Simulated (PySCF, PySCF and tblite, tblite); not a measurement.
# C₆H₃Cl₂F: telling isomers apart by computed NMR, part 3 of 3

PySCF and tblite. Atoms count from 0. The steps go on from the part before.

### 17 Shieldings, isomer D, conformer 1: BHandHLYP/pcSseg-1 in tetrahydrofuran

Job settings and geometry (Å):

```
{"job": {"xc": "BHandHLYP", "basis": "pcSseg-1", "solvent": "tetrahydrofuran", "kind": "nmr", "pop": false}, "charge": 0, "multiplicity": 1}
C     -2.029913    -0.329343     0.034363
C     -0.707669    -0.146598     0.012182
C      0.332255    -1.166172     0.053632
C      1.531312    -0.548453     0.010828
Cl     3.080300    -1.249788     0.031499
C      1.316009     0.894842    -0.060320
F      2.311155     1.776697    -0.114569
C     -0.009806     1.144757    -0.060334
Cl    -0.801752     2.651808    -0.129022
H     -2.457821    -1.315192     0.088327
H     -2.707811     0.506512    -0.001591
H      0.144938    -2.219758     0.108979
```

What it wrote:

```text
coarse grid: 12712 points
cycle   1  E = -1250.2384013232  dE =  2.033e+00  |g| = 5.691e-01  |ddm| = 3.801e+00
cycle   2  E = -1250.2269243770  dE =  1.148e-02  |g| = 6.659e-01  |ddm| = 1.138e+00
cycle   3  E = -1250.3152136788  dE = -8.829e-02  |g| = 6.233e-02  |ddm| = 6.482e-01
cycle   4  E = -1250.3161741403  dE = -9.605e-04  |g| = 2.951e-02  |ddm| = 9.268e-02
cycle   5  E = -1250.3163750599  dE = -2.009e-04  |g| = 8.982e-03  |ddm| = 3.529e-02
cycle   6  E = -1250.3163947874  dE = -1.973e-05  |g| = 2.294e-03  |ddm| = 1.083e-02
cycle   7  E = -1250.3163965151  dE = -1.728e-06  |g| = 9.962e-04  |ddm| = 3.920e-03
final grid: 118464 points
cycle   8  E = -1250.3588422597  dE = -1.526e-05  |g| = 3.337e-03  |ddm| = 1.917e-02
cycle   9  E = -1250.3588419150  dE =  3.447e-07  |g| = 3.773e-03  |ddm| = 7.178e-03
cycle  10  E = -1250.3588445730  dE = -2.658e-06  |g| = 2.999e-04  |ddm| = 3.682e-03
cycle  11  E = -1250.3588445916  dE = -1.860e-08  |g| = 1.553e-04  |ddm| = 3.861e-04
cycle  12  E = -1250.3588445977  dE = -6.110e-09  |g| = 2.767e-05  |ddm| = 1.691e-04
cycle  13  E = -1250.3588445980  dE = -2.474e-10  |g| = 1.494e-05  |ddm| = 4.945e-05
converged SCF energy = -1250.3588445980

GIAO shielding tensors (ppm)
atom      isotropic    diamagn.    paramagn.     s11        s22        s33       span
  0 C       43.491     249.715    -206.224    -65.056     23.686    171.842    236.898
  1 C       40.049     257.473    -217.423    -68.586     40.155    148.580    217.166
  2 C       56.534     247.305    -190.772    -45.414     69.524    145.491    190.905
  3 C       47.666     257.447    -209.781    -47.316     78.617    111.697    159.013
  4 Cl     804.962    1144.943    -339.981    601.700    822.504    990.681    388.981
  5 C       19.189     248.001    -228.812    -66.982     54.402     70.147    137.130
  6 F      334.323     470.364    -136.040    258.984    306.361    437.625    178.641
  7 C       72.711     254.508    -181.796      4.857     95.713    117.564    112.707
  8 Cl     848.888    1146.343    -297.455    625.811    913.039   1007.813    382.002
  9 H       25.133      28.509      -3.376     22.622     23.549     29.228      6.606
 10 H       24.862      28.897      -4.036     21.688     22.499     30.399      8.711
 11 H       25.166      30.964      -5.799     22.350     24.517     28.631      6.280
```

It took 22 s on 1 thread of Arm Neoverse V2, shared host.

Key values: HOMO -7.57 eV, LUMO -1.44 eV; dipole 4.20 D.

### 18 Single-point energy, isomer D, conformer 1: M06-2X/6-31+G* in tetrahydrofuran

The job, as its differences from that of step 17:

```diff
@@ -1,2 +1,2 @@
-{"job": {"xc": "BHandHLYP", "basis": "pcSseg-1", "solvent": "tetrahydrofuran", "kind": "nmr", "pop": false}, "charge": 0, "multiplicity": 1}
+{"job": {"xc": "M06-2X", "basis": "6-31+G*", "solvent": "tetrahydrofuran", "kind": "sp"}, "charge": 0, "multiplicity": 1}
 C     -2.029913    -0.329343     0.034363
```

What it wrote:

```text
coarse grid: 56432 points
cycle   1  E = -1250.3515376069  dE =  2.135e+00  |g| = 5.195e-01  |ddm| = 1.029e+01
cycle   2  E = -1250.3314691508  dE =  2.007e-02  |g| = 6.449e-01  |ddm| = 5.628e+00
cycle   3  E = -1250.4211990558  dE = -8.973e-02  |g| = 6.043e-02  |ddm| = 2.258e+00
cycle   4  E = -1250.4220613363  dE = -8.623e-04  |g| = 2.938e-02  |ddm| = 5.896e-01
cycle   5  E = -1250.4222722821  dE = -2.109e-04  |g| = 9.459e-03  |ddm| = 1.383e-01
cycle   6  E = -1250.4222935526  dE = -2.127e-05  |g| = 2.329e-03  |ddm| = 3.849e-02
cycle   7  E = -1250.4222951316  dE = -1.579e-06  |g| = 9.110e-04  |ddm| = 1.770e-02
final grid: 118464 points
cycle   8  E = -1250.4266842325  dE = -1.001e-05  |g| = 2.375e-03  |ddm| = 2.405e-01
cycle   9  E = -1250.4266848918  dE = -6.594e-07  |g| = 2.037e-03  |ddm| = 2.172e-02
cycle  10  E = -1250.4266857244  dE = -8.326e-07  |g| = 4.083e-04  |ddm| = 9.362e-03
cycle  11  E = -1250.4266857620  dE = -3.761e-08  |g| = 1.043e-04  |ddm| = 1.826e-03
cycle  12  E = -1250.4266857654  dE = -3.421e-09  |g| = 5.052e-05  |ddm| = 9.808e-04
cycle  13  E = -1250.4266857662  dE = -7.476e-10  |g| = 9.542e-06  |ddm| = 2.287e-04
converged SCF energy = -1250.4266857662
```

Run time: 21 s. Hardware: 1 thread of Arm Neoverse V2, shared host.

This run: HOMO -7.75 eV, LUMO -1.62 eV; dipole 4.08 D.

### 19 The ensemble, isomer D: properties at BHandHLYP/pcSseg-1 in tetrahydrofuran

Job settings and geometry (Å):

```
{"job": {"study": "conf", "smiles": "C=C1C=C(Cl)C(F)=C1Cl", "search": {"seed": 9791, "n_embed": 45, "ff_keep": 10, "window": 2.5, "nmax": 3, "temps": [250, 298.15, 350], "t_ref": 298.15, "order": 0.0005}, "level": {"nmr": {"xc": "BHandHLYP", "basis": "pcSseg-1", "solvent": "tetrahydrofuran"}, "sp": {"xc": "M06-2X", "basis": "6-31+G*", "solvent": "tetrahydrofuran"}, "change": "BHandHLYP/pcSseg-1; solvent tetrahydrofuran; energies M06-2X/6-31+G*"}, "kind": "conf"}, "charge": 0, "multiplicity": 1}
C     -2.029913    -0.329343     0.034363
C     -0.707669    -0.146598     0.012182
C      0.332255    -1.166172     0.053632
C      1.531312    -0.548453     0.010828
Cl     3.080300    -1.249788     0.031499
C      1.316009     0.894842    -0.060320
F      2.311155     1.776697    -0.114569
C     -0.009806     1.144757    -0.060334
Cl    -0.801752     2.651808    -0.129022
H     -2.457821    -1.315192     0.088327
H     -2.707811     0.506512    -0.001591
H      0.144938    -2.219758     0.108979
```

What it wrote:

```text
conformer  sym    E(xTB)   E(DFT)   G(298.15 K)  weight  dipole/D
    1     Cs      0.000    0.000    0.000   1.0000    4.081

mean shielding (ppm) by class
class atoms           250 K   298.15 K      350 K
  0 C  0             43.491     43.491     43.491
  1 C  1              40.05      40.05      40.05
  2 C  2             56.534     56.534     56.534
  3 C  3             47.666     47.666     47.666
  4 Cl 4            804.962    804.962    804.962
  5 C  5             19.189     19.189     19.189
  6 F  6            334.323    334.323    334.323
  7 C  7             72.712     72.712     72.712
  8 Cl 8            848.888    848.888    848.888
  9 H  9             25.133     25.133     25.133
 10 H  10            24.862     24.862     24.862
 11 H  11            25.166     25.166     25.166
```

It took 44 s on 1 thread of Arm Neoverse V2, shared host. This counts the runs that the step sums up.

Against the first level, at 298 K (shieldings, ppm; largest changes first):

| atoms | PBE0/pcSseg-1 in acetonitrile | BHandHLYP/pcSseg-1 in tetrahydrofuran | change |
| --- | --- | --- | --- |
| Cl4 | 780 | 805 | +24 |
| F6 | 314.3 | 334.3 | +20.0 |
| Cl8 | 831 | 849 | +18 |
| C2 | 60.1 | 56.5 | -3.6 |
| C7 | 75.7 | 72.7 | -3.0 |
| C5 | 21.3 | 19.2 | -2.1 |
| C3 | 49.5 | 47.7 | -1.8 |
| C0 | 45.1 | 43.5 | -1.6 |
| C1 | 41.0 | 40.0 | -0.9 |
| H9 | 24.88 | 25.13 | +0.25 |

Weights: from PBE0/pcSseg-1 in acetonitrile energies 1: 100 %; from M06-2X/6-31+G* in tetrahydrofuran energies 1: 100 % (with a dispersion term where the level has one and the same thermal terms, so they don't follow from the SCF energies alone). Times: 24 s and 44 s.

### 20 Assigning the signals

Job settings and geometry (Å):

```
{"job": {"study": "set", "relation": "regioisomers", "members": [{"smiles": "[CH2:1]=[C:2]1[C:3]([Cl:4])=[CH:5][C:6]([F:7])=[C:8]1[Cl:9]"}, {"smiles": "[F:1][C:2]1=[CH:3][CH:4]=[C:5]([Cl:6])/[C:7]1=[CH:8]\\[Cl:9]"}, {"smiles": "[CH2:1]=[C:2]1[C:3]([Cl:4])=[CH:5][C:6]([Cl:7])=[C:8]1[F:9]"}, {"smiles": "[CH2:1]=[C:2]1[CH:3]=[C:4]([Cl:5])[C:6]([F:7])=[C:8]1[Cl:9]"}, {"smiles": "[F:1][C:2]1=[C:3]([Cl:4])[CH:5]=[CH:6]/[C:7]1=[CH:8]/[Cl:9]"}], "charge": 0, "search": {"seed": 9791, "n_embed": 45, "ff_keep": 10, "window": 2.5, "nmax": 3, "temps": [250, 298.15, 350], "t_ref": 298.15, "order": 0.0005}, "level": {"nmr": {"xc": "PBE0", "basis": "pcSseg-1", "solvent": "acetonitrile"}}, "dp4": {"C": [2.5, 10], "H": [0.15, 10]}, "second_levels": [{"nmr": {"xc": "BHandHLYP", "basis": "pcSseg-1", "solvent": "tetrahydrofuran"}, "wide": true, "sp": {"xc": "M06-2X", "basis": "6-31+G*", "solvent": "tetrahydrofuran"}, "change": "BHandHLYP/pcSseg-1; solvent tetrahydrofuran; energies M06-2X/6-31+G*"}], "kind": "set"}, "charge": 0, "multiplicity": 1}
C     -1.971841     0.352234    -0.019739
C     -0.659966     0.120446    -0.008943
C      0.426203     1.109817    -0.072628
Cl     0.144815     2.782783    -0.177685
C      1.616100     0.476853    -0.034398
C      1.348177    -0.945389     0.054165
F      2.324820    -1.850117     0.108125
C      0.017336    -1.177853     0.070796
Cl    -0.805543    -2.669243     0.164432
H     -2.679349    -0.457651     0.033290
H     -2.359568     1.354796    -0.081704
H      2.600014     0.902638    -0.061738
```

What it wrote:

```text
isomer  G rel   conformers  SMILES
A     0.000      1   C=C1C(Cl)=CC(F)=C1Cl
B     2.172      1   FC1=CC=C(Cl)/C1=C\Cl
C     1.488      1   C=C1C(Cl)=CC(Cl)=C1F
D     0.485      1   C=C1C=C(Cl)C(F)=C1Cl
E     1.230      1   FC1=C(Cl)C=C/C1=C/Cl

signals of isomer D at the second level: probabilities [0.01128, 0.0, 1e-05, 0.9887, 0.0]
```

Wall time 2.7 min (1 thread of Arm Neoverse V2, shared host). This counts the whole study up to here.

The 5 candidates (regioisomers), with energies and dipoles from their ensembles above, at 298 K; shieldings at PBE0/pcSseg-1 in acetonitrile:

| isomer | SMILES | conformers | ΔE | ΔG | μ rms (D) |
| --- | --- | --- | --- | --- | --- |
| A | C=C1C(Cl)=CC(F)=C1Cl | 1 | 0.00 | 0.00 | 2.10 |
| B | FC1=CC=C(Cl)/C1=C\Cl | 1 | 1.84 | 2.17 | 1.09 |
| C | C=C1C(Cl)=CC(Cl)=C1F | 1 | 1.58 | 1.49 | 2.16 |
| D | C=C1C=C(Cl)C(F)=C1Cl | 1 | 0.51 | 0.48 | 4.03 |
| E | FC1=C(Cl)C=C/C1=C/Cl | 1 | 0.98 | 1.23 | 3.97 |

Energies in kcal/mol.

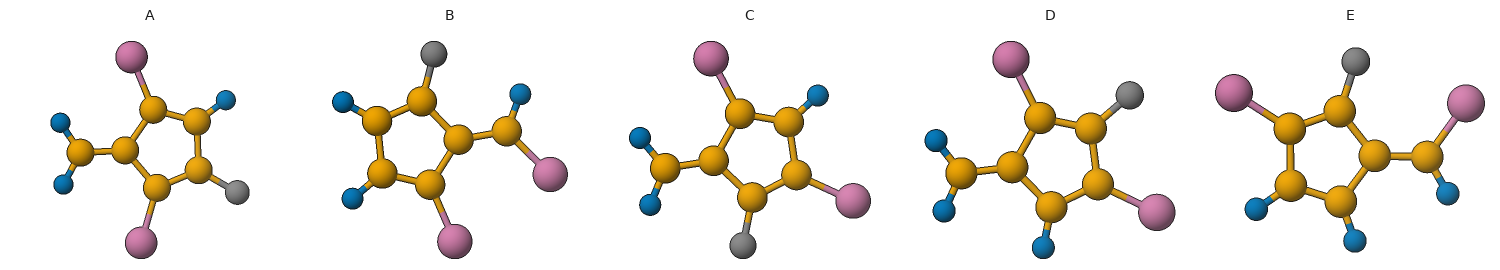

The leading conformer of each candidate.

The signals of isomer D, computed at a second level (BHandHLYP/pcSseg-1 in tetrahydrofuran), stand in for a spectrum. The test takes 6 C values, 3 H values (hydrogens on carbon alone). Each candidate's shieldings are matched to them as sorted lists by a straight-line fit, or by a shift alone where signals are few or close (slope 1; a small slope inflates the errors), and the errors are weighed by Student-t tails (C: width 2.5 ppm, H: width 0.15 ppm).

| candidate | C slope | C mean error | C largest | H slope | H mean error | H largest | P(C) | P(H) | P(all) |
| --- | --- | --- | --- | --- | --- | --- | --- | --- | --- |
| A | 1.18 | 1.6 | 2.4 | 1.00 | 0.13 | 0.19 | 7.2 | 12.5 | 1.1 |
| B | 1.04 | 3.0 | 7.7 | 1.00 | 0.52 | 0.79 | 0.0 | 0.0 | 0.0 |
| C | 0.75 | 3.0 | 5.1 | 1.00 | 0.20 | 0.30 | 0.1 | 1.4 | 0.0 |
| D | 1.03 | 0.6 | 1.1 | 1.00 | 0.05 | 0.08 | 92.6 | 86.0 | 98.9 |
| E | 0.83 | 4.4 | 9.4 | 1.00 | 0.42 | 0.63 | 0.0 | 0.0 | 0.0 |

Errors in ppm, probabilities in per cent.

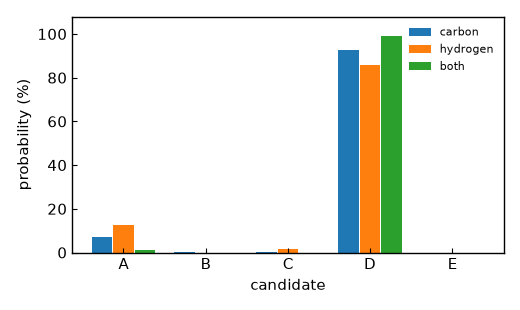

Probabilities for the signals of isomer D.

### 21 Results

What follows sums up all 3 parts.

| quantity | value |
| --- | --- |
| conformers, isomer A | 1; the first in weight is no. 1 (Cs), 100 % at 298 K |
| root-mean-square dipole, isomer A | 2.10 D |
| averaged 13C shifts, isomer A (PBE0/pcSseg-1 in acetonitrile) | 171.2, 149.4, 140.4, 135.4, 130.2, 107.7 ppm |
| averaged 1H shifts, isomer A (PBE0/pcSseg-1 in acetonitrile) | 7.09, 7.04, 6.65 ppm |
| averaged 19F shifts, isomer A (PBE0/pcSseg-1 in acetonitrile) | -131.5 ppm |
| conformers, isomer B | 1; the first in weight is no. 1 (Cs), 100 % at 298 K |
| root-mean-square dipole, isomer B | 1.09 D |
| averaged 13C shifts, isomer B (PBE0/pcSseg-1 in acetonitrile) | 164.7, 153.3, 139.4, 137.3, 123.3, 112.4 ppm |
| averaged 1H shifts, isomer B (PBE0/pcSseg-1 in acetonitrile) | 7.81, 6.65, 6.04 ppm |
| averaged 19F shifts, isomer B (PBE0/pcSseg-1 in acetonitrile) | -146.2 ppm |
| conformers, isomer C | 1; the first in weight is no. 1 (Cs), 100 % at 298 K |
| root-mean-square dipole, isomer C | 2.16 D |
| averaged 13C shifts, isomer C (PBE0/pcSseg-1 in acetonitrile) | 159.9, 145.9, 139.8, 135.5, 127.1, 121.8 ppm |
| averaged 1H shifts, isomer C (PBE0/pcSseg-1 in acetonitrile) | 7.06, 7.03, 6.43 ppm |
| averaged 19F shifts, isomer C (PBE0/pcSseg-1 in acetonitrile) | -150.2 ppm |
| conformers, isomer D | 1; the first in weight is no. 1 (Cs), 100 % at 298 K |
| root-mean-square dipole, isomer D | 4.03 D |
| averaged 13C shifts, isomer D (PBE0/pcSseg-1 in acetonitrile) | 166.6, 146.9, 142.8, 138.4, 127.8, 112.2 ppm |
| averaged 1H shifts, isomer D (PBE0/pcSseg-1 in acetonitrile) | 7.07, 6.81, 6.66 ppm |
| averaged 19F shifts, isomer D (PBE0/pcSseg-1 in acetonitrile) | -139.6 ppm |
| conformers, isomer E | 1; the first in weight is no. 1 (Cs), 100 % at 298 K |
| root-mean-square dipole, isomer E | 3.97 D |
| averaged 13C shifts, isomer E (PBE0/pcSseg-1 in acetonitrile) | 161.0, 152.9, 142.3, 135.5, 125.4, 121.1 ppm |
| averaged 1H shifts, isomer E (PBE0/pcSseg-1 in acetonitrile) | 7.52, 6.40, 6.19 ppm |
| averaged 19F shifts, isomer E (PBE0/pcSseg-1 in acetonitrile) | -152.5 ppm |
| lowest in free energy | A, D, within 0.5 kcal/mol of one another |
| signals of D (BHandHLYP/pcSseg-1 in tetrahydrofuran) | best fit D, 99 % |

In words: The search found one conformer for isomer A in the window, so the averages are its own values. The search found one conformer for isomer B in the window, so the averages are its own values. The search found one conformer for isomer C in the window, so the averages are its own values. The search found one conformer for isomer D in the window, so the averages are its own values. The search found one conformer for isomer E in the window, so the averages are its own values. Going from PBE0/pcSseg-1 in acetonitrile to BHandHLYP/pcSseg-1 in tetrahydrofuran moves Cl4 of isomer D most, by 24 ppm of raw shielding. The test names the right isomer, D, with 99 %. The stand-in spectrum is computed, so it shares geometries and errors with the candidates; a measured one would test harder.
